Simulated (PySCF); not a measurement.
TeN (charge −1, triplet)

```xyz
2

Te    0.0000    0.0000   -0.1927
N     0.0000    0.0000    1.7873
```

Core potentials replace the inner electrons of Te.

The calculation used PySCF, PBE0/aug-cc-pVDZ(-PP), non-relativistic Hamiltonian with scalar-relativistic core potentials where named, at a bond length of 1.980 Å.

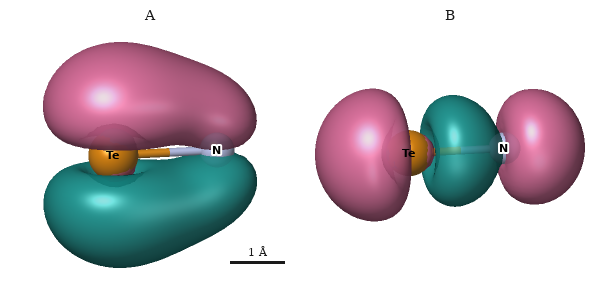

Figure 1. Two frontier β-spin orbitals, each drawn at the value that holds 80 % of its norm (teal and pink are the two phases), in no order; of a degenerate pair one member is drawn.

Q: Name the orbitals and rank them from lowest to highest energy.

A: Orbital B: σ, occupied in this spin, −2.45 eV; shared between the atoms (Te 45 %, N 55 %).
Orbital A: π, occupied in this spin, −1.34 eV; mainly on Te (75 %).

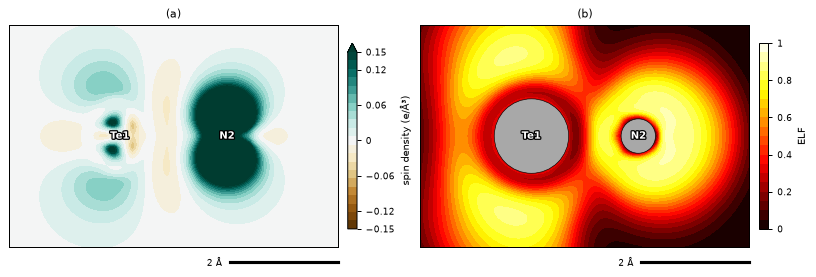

Figure 2. (a) spin density; (b) electron localisation function on a plane that holds the molecular axis. Grey discs cover the atomic cores in the ELF map.

Q: Read the bonding off the picture.

A: The plane passes through Te and N nuclei. Te–N (1.98 Å): the ELF peaks at about 0.85 between the atoms; a shared but strongly polarised pair. The ELF also peaks beside Te1 and N2, away from the bonds: non-bonding electrons, paired or unpaired. The unpaired spin (2 electrons) lies mostly on N2 (about 1.4) and Te1 (about 0.6), in electrons by Hirshfeld's partition.

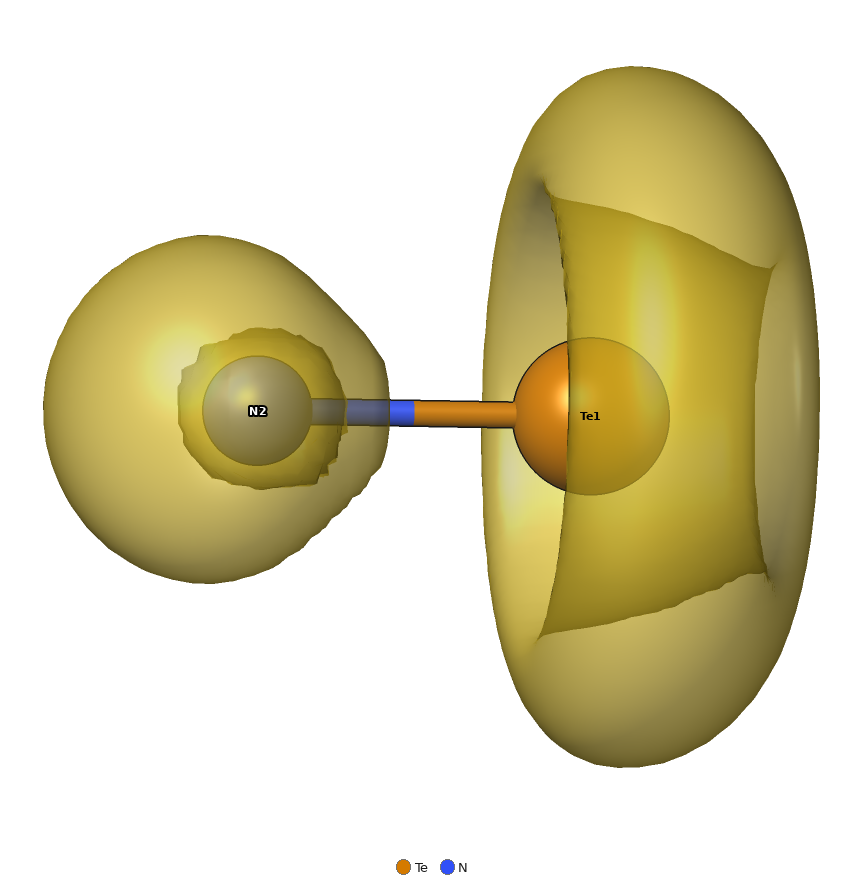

Figure 3. Isosurface of the ELF at 0.75 (yellow), seen from one side. Only the valence region is drawn (cores and ρ < 0.01 e/Å³ removed).

Q: Describe the localisation domains.

A: The surface consists of one ring or bowl of non-bonding electrons around Te and one lobe on N, pointing away from the bonds (non-bonding electrons).
